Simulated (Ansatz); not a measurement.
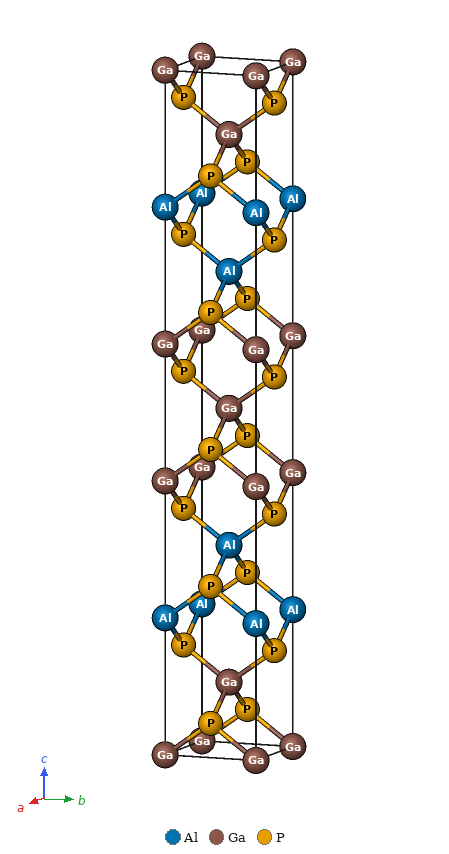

We look at a ball-and-stick model of the crystal slightly off an axis. The parallelepiped is the conventional unit cell.

Al$_{2}$Ga$_{3}$P$_{5}$, space group I-4m2 (No. 119), a = 3.894 Å, b = 3.894 Å, c = 27.534 Å, α = 90.00°, β = 90.00°, γ = 90.00°. The cell started as a structure type filled with these elements by a generator (whether the compound takes this form wasn't checked). Earlier steps of the study, as a rule a relaxation of our own, may have changed the cell and positions, so they can lie some per cent off the listed ones. It went into a calculation with Ansatz.

This one geometry was computed with Ansatz (DFT, plane waves, PAW) at three levels of theory: PBE, PBEsol and r2SCAN.

### Which level gives the highest pressure at this volume, and what does that say about its equilibrium volume?

Highest: PBE (0.0 GPa), which points to the largest equilibrium volume. Lowest, with the smallest volume: PBEsol (-2.4 GPa) and r2SCAN (-2.0 GPa). Levels within 0.5 GPa of each other can't be told apart.

### How does the band gap change with the level of theory?

PBEsol: a gap of 1.45 eV, direct; PBE: a gap of 1.58 eV, direct; r2SCAN: a gap of 1.87 eV, direct.

### Collect the results in a table.

| level | cutoff (eV) | k-mesh of the run's cell | gap (eV) | pressure (GPa) |
| --- | --- | --- | --- | --- |
| PBE | 420 | 10×10×10 | 1.58 | 0.0 |
| PBEsol | 420 | 10×10×10 | 1.45 | -2.4 |
| r2SCAN | 500 | 10×10×10 | 1.87 | -2.0 |

Gaps are taken on the k-mesh or band path of each run.
